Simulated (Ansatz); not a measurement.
The figure comes from a scan of AlN (wurtzite): a phonon pattern at A = (0.0, 0.0, 0.5) is frozen into a 8-atom cell, Q being the largest atomic displacement. All values below come from PBE (plane waves to 420 eV, PAW, scalar-relativistic; Ansatz, a first-principles code). k mesh 12×12×4 (Γ-centred), Fermi-Dirac smearing 0.05 eV. AlN was relaxed with its symmetry unable to fall. 

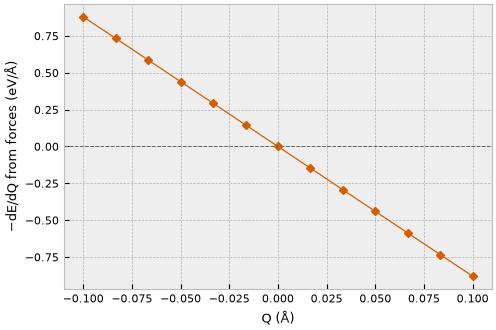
−dE/dQ from forces (eV/Å) against Q (Å); computed points joined by lines.

Q: Turn the plot into a table (rounded to what can be read).

A: To the nearest 0.05:

```csv
Q (Å),−dE/dQ from forces (eV/Å)
-0.100,0.90
-0.083,0.75
-0.067,0.60
-0.050,0.45
-0.033,0.30
-0.017,0.15
0.000,0.00
0.017,-0.15
0.033,-0.30
0.050,-0.45
0.067,-0.60
0.083,-0.75
0.100,-0.90
```

(A displaced cell: forces are minus the slopes of the energy, force constants its curvatures, and phonons follow from these.)
